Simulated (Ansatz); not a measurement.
# CH5FOSi2: one species, many methods

How much do the methods differ for CH5FOSi2? The plan is to run it at one geometry with functionals of several rungs and with coupled cluster. The yardstick is the atomisation energy at the CCSD(T) limit.

The runs use Ansatz 0.2.0, Gaussian basis; functionals in def2-TZVPP, the program's frozen cores in correlated methods.

Plan: LDA (SPW92), PBE-D4, revPBE-D4, BLYP-D4, r2SCAN-D4, B97M-V, PBE0-D4, B3LYP-D4, r2SCANh-D4, r2SCAN0-D4, HSE06-D4, BHLYP-D4, CAM-B3LYP-D4, LC-ωPBE, ωB97X-V, ωB97M-V, B2PLYP, PBE-QIDH; CCSD(T)/def2-SVP; CCSD(T)/def2-TZVPP; MP2/def2-QZVPP; extrapolation to the limit; RPA on PBE.

### Step 1. Structure used throughout

All runs share one geometry, relaxed beforehand with PBE0-D4 in a triple-zeta def2 set.

SMILES `OC1(F)[SiH2][SiH2]1`, 10 atoms, charge 0, spin multiplicity 1.

Atoms are counted from 1 here; the program's logs count them from 0.

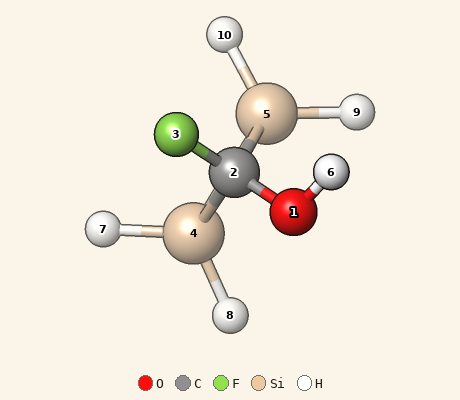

The geometry (oxygen red, carbon grey, fluorine green, silicon light orange, hydrogen white); atoms are numbered from 1 in the order of the file.

Geometry (Å):

```xyz
10

O    -1.6968    0.6801    0.1593
C    -0.4935    0.3917   -0.4370
F    -0.3976    0.9593   -1.6957
Si    0.0852   -1.4322   -0.2583
Si    1.1157    0.3941    0.6400
H    -1.6836    1.5901    0.4783
H     0.6687   -2.0281   -1.4825
H    -0.7827   -2.3437    0.5227
H     0.9193    0.7995    2.0540
H     2.3485    0.9382    0.0219
```

### Step 2. LDA

This LDA is Slater exchange with PW92 correlation.

in.yaml

```yaml
crystal:
  periodic: [false, false, false]
  atoms:
    - {symbol: O, position_ang: [-1.696753, 0.680137, 0.159339]}
    - {symbol: C, position_ang: [-0.493495, 0.391668, -0.436994]}
    - {symbol: F, position_ang: [-0.397616, 0.959338, -1.695656]}
    - {symbol: Si, position_ang: [0.085247, -1.432179, -0.258267]}
    - {symbol: Si, position_ang: [1.115659, 0.394086, 0.639988]}
    - {symbol: H, position_ang: [-1.683604, 1.590052, 0.478327]}
    - {symbol: H, position_ang: [0.668742, -2.028088, -1.482526]}
    - {symbol: H, position_ang: [-0.782721, -2.343709, 0.522737]}
    - {symbol: H, position_ang: [0.919280, 0.799487, 2.053971]}
    - {symbol: H, position_ang: [2.348459, 0.938206, 0.021881]}
basis:
  gaussian: {orbitals: def2-TZVPP}
hamiltonian: {xc: lda}
output: {orbitals: {seedname: orbitals}}
```

On the command line:

```sh
ansatz run in.yaml --threads 4 --pin off --events-out ev --progress --plain --max-ram 10444MiB
```

The runs that follow: PBE-D4 (GGA); revPBE-D4 (GGA); BLYP-D4 (GGA); r2SCAN-D4 (meta-GGA); B97M-V (meta-GGA); PBE0-D4 (hybrid); B3LYP-D4 (hybrid); r2SCANh-D4 (hybrid); r2SCAN0-D4 (hybrid); HSE06-D4 (hybrid); BHLYP-D4 (hybrid); CAM-B3LYP-D4 (range-separated); LC-ωPBE (range-separated); ωB97X-V (range-separated); ωB97M-V (range-separated); B2PLYP (double hybrid); PBE-QIDH (double hybrid); CCSD(T) in def2-SVP; CCSD(T) in def2-TZVPP; MP2 in def2-QZVPP; RPA on PBE orbitals.

Q: Predict the results of all the runs planned. Wanted: atomisation energy, CCSD(T)/CBS; farthest beyond LDA; mean size of error, GGA; mean size of error, meta-GGA; mean size of error, hybrid; mean size of error, range-separated; mean size of error, double hybrid; gap, smallest and largest; T1 diagnostic.

**Answer**, as computed:

```
                               quantity                                                                                                value
        atomisation energy, CCSD(T)/CBS                                                                                        3274.9 kJ/mol
 functionals within 16.4 kJ/mol (0.5 %)  revPBE-D4, BLYP-D4, B97M-V, PBE0-D4, B3LYP-D4, r2SCANh-D4, HSE06-D4, CAM-B3LYP-D4, LC-ωPBE, ωB97M-V
                    farthest beyond LDA                                                                             BHLYP-D4 (-135.4 kJ/mol)
                mean size of error, GGA                                                                                          31.9 kJ/mol
           mean size of error, meta-GGA                                                                                          16.6 kJ/mol
             mean size of error, hybrid                                                                                          38.9 kJ/mol
    mean size of error, range-separated                                                                                          13.6 kJ/mol
      mean size of error, double hybrid                                                                                          51.0 kJ/mol
              gap, smallest and largest                                                            4.20 eV (LDA (SPW92)), 11.00 eV (LC-ωPBE)
                          T1 diagnostic                                                                                               0.0146
triples share of the correlation energy                                                                                                3.8 %
```

What this shows: LDA overbinds by 559.6 kJ/mol (17 %). PBE-D4 is off by +76.1 kJ/mol. Double hybrids carry the basis error of their MP2 part in triple zeta, and no dispersion term here, so their miss is partly the set-up's. Taken by rung, range-separated functionals do best (13.6 kJ/mol on average) and double hybrid ones worst beyond LDA (51.0 kJ/mol). The gap between the best rungs is small, so their order is not settled. Misses under about 16.4 kJ/mol are within the doubt on the reference itself, which lacks core-valence correlation, relativity and higher excitations. Hartree-Fock recovers 68 % of the binding; the rest is correlation. CCSD(T) in def2-SVP is off by -241.8 kJ/mol, more than most functionals: a good method in a small basis is no reference. Orbital gaps span 4.2 to 11.0 eV; exact exchange widens them.
